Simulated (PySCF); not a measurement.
C7H7, SMILES Cc1[c]cccc1, doublet at its PBE0/def2-SVP optimised geometry (Å):

```
14

C      1.6532     1.9202     0.0002
C      0.8852     0.6298     0.0001
C      1.4973    -0.6112     0.0000
C      0.8795    -1.8386     0.0000
C     -0.5231    -1.8386     0.0000
C     -1.2109    -0.6260     0.0000
C     -0.5199     0.5875     0.0000
H      2.3036     1.9941     0.8856
H      2.3035     1.9944    -0.8852
H      0.9756     2.7855     0.0004
H      1.4441    -2.7752     0.0001
H     -1.0698    -2.7855     0.0000
H     -2.3036    -0.6217    -0.0001
H     -1.0773     1.5298     0.0000
```

Calculation: unrestricted PBE0/def2-TZVP in PySCF 2.14.0.

Map of the Laplacian of the electron density (e/bohr⁵) on the plane z = 1.2 Å:

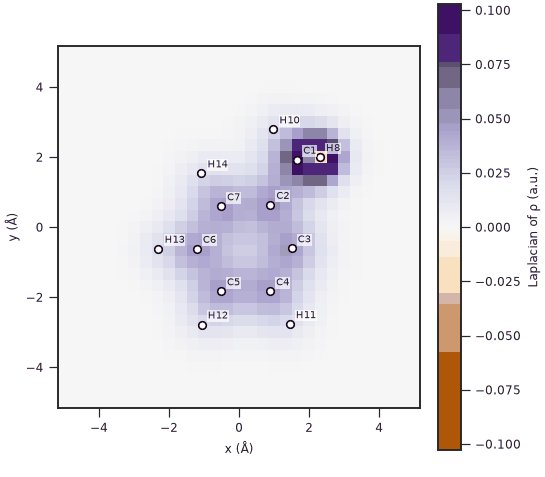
Figure: Laplacian of the electron density (e/bohr⁵) on the plane z = 1.2 Å.
